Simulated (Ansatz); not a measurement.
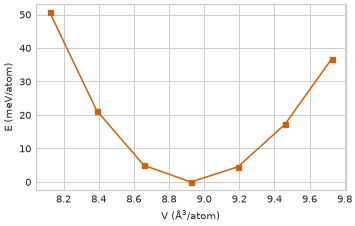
*AlN (CsCl type, Pm-3m) under volume change, PBE (plane waves, PAW; program Ansatz), scaled uniformly.*

**Question.** What does a third-order Birch–Murnaghan fit give for V₀, B₀ and B′?

**Answer.** V₀ = 8.92 Å³/atom, B₀ = 190 GPa, B′ = 4.3.

A made-up cell: these elements were put on the sites of a structure type; neither database checked (COD, Materials Project) lists it. It is not the phase usual at ambient conditions (space group No. 186, 216). The cell was relaxed with PBE under the symmetry of its start; whether a distortion lowers the energy is not shown.

Potentials: the earlier of the program's two PAW sets.
